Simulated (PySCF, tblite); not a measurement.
# C₆H₆F radical: geometry, infrared bands and EPR parameters

Wanted: the infrared bands and EPR parameters of C₆H₆F radical (`[CH2]C1=C(F)CC=C1`), by calculation.

Programs: tblite 0.8.0 and PySCF 2.14.0, with density-fitted response routines of our own. Each step states its level of theory. These are calculated values for one molecule in the gas phase, unless marked as measured. Atoms count from 0, in the outputs and in this text.

### Step 1. The starting structure

13 atoms, charge 0, multiplicity 2; geometry from: force field or distance geometry start.

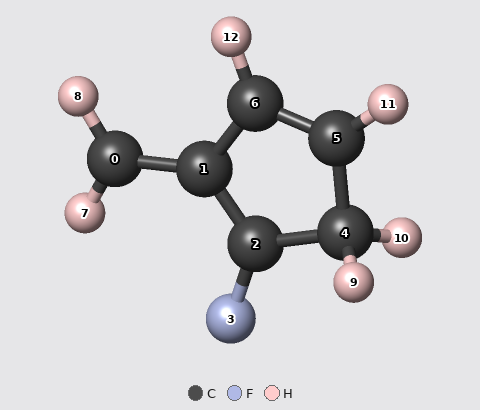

As it starts; carbon dark grey, fluorine light blue, hydrogen pink, atoms numbered; sticks join atoms by distance.

### Step 2. Geometry optimisation with GFN2-xTB

Job settings and geometry (Å):

```
{"job": {"kind": "relax", "xc": "GFN2-xTB", "basis": "xTB"}, "charge": 0, "multiplicity": 2}
C      2.181500     0.193100    -0.272800
C      0.749000     0.124400    -0.111100
C      0.076900    -1.019300     0.107700
F      0.620600    -2.230900     0.169700
C     -1.398100    -0.751300     0.249200
C     -1.447700     0.742200     0.077000
C     -0.199700     1.215800    -0.118700
H      2.781400    -0.699800    -0.235400
H      2.656000     1.150300    -0.432800
H     -1.972900    -1.252500    -0.539500
H     -1.769600    -1.054800     1.223500
H     -2.346800     1.334300     0.117400
H      0.065100     2.249100    -0.251900
```

On the command line:

```
$ OMP_NUM_THREADS=1 python probes_run.py task.json out
```

The driver reads the jobs from task.json and runs them one after another.

**Question.** This job is followed by: GFN2-xTB harmonic vibrations, gas phase; UKS B3LYP, pcH-1 on C F H, non-relativistic, mean-field spin-orbit, GIAO. Predict these results of the whole session: strongest single infrared mode (GFN2-xTB); zero-point energy (GFN2-xTB); g(iso) (B3LYP); ⟨S²⟩; largest a(iso) (averaged by class); potential on the surface of density 0.002 e/bohr³, 1st and 99th percentile.

**Answer**, as computed:

| quantity | value |
| --- | --- |
| strongest single infrared mode (GFN2-xTB) | 1442 cm⁻¹, 72 km/mol |
| zero-point energy (GFN2-xTB) | 60.9 kcal/mol |
| g(iso) (B3LYP) | 2.00321 |
| ⟨S²⟩ | 0.782 (exact 0.75) |
| largest a(iso) (averaged by class) | 19F on F3, 95.8 MHz |
| potential on the surface of density 0.002 e/bohr³, 1st and 99th percentile | -0.70 V and 0.97 V |

In words: Relaxing lowered the energy by 0.191 eV in 23 steps; the close pair that moved most is C0–C1, from 1.443 to 1.370 Å. All 33 modes are real, so the xTB geometry is a minimum. The strongest single mode, at 1442 cm⁻¹, is carried by C2, H8, C1, C0. GFN2-xTB is a fitted tight-binding method: band positions and strengths are rough. Its intensities can rank the bands wrongly. The largest spin populations lie on C0 (0.67 e), C2 (0.59 e). The isotropic g lies 0.9 ppt above the free-electron value. The conformer search found further structures of the same energy, which may be mirror or relabelled copies of this one.
